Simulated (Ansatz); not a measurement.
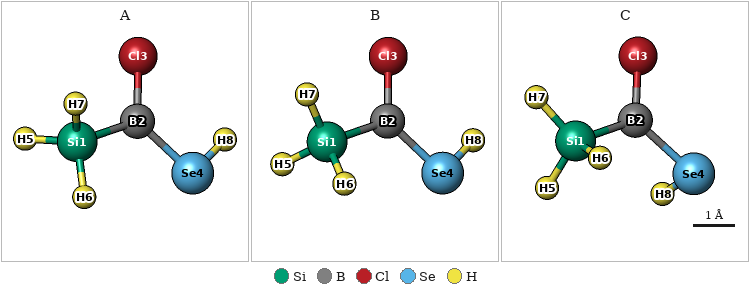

3 geometries from a converged minimum-energy path of BSiH$_{4}$SeCl, shuffled. The picture is a ball-and-stick view, seen at a tilt.

The calculation used RKS B3LYP-D4/def2-mTZVP (Ansatz). Run with 7 movable images; climbing image; force threshold 0.03 eV/Å; iteration limit 60; starting path through a guess of the saddle point.

### One of them is the converged climbing image. Which?

C. In order along the path, whose images run from 0 to 8: C (image 4, +14.6 kcal/mol), B (image 7, +0.3 kcal/mol), A (image 8, −0.1 kcal/mol). No bond forms or breaks between the ends. Bond angles that change up to the highest image, for instance: Si1–B2–Se4 124.9° → 119.2°, B2–Se4–H8 95.6° → 89.9°.
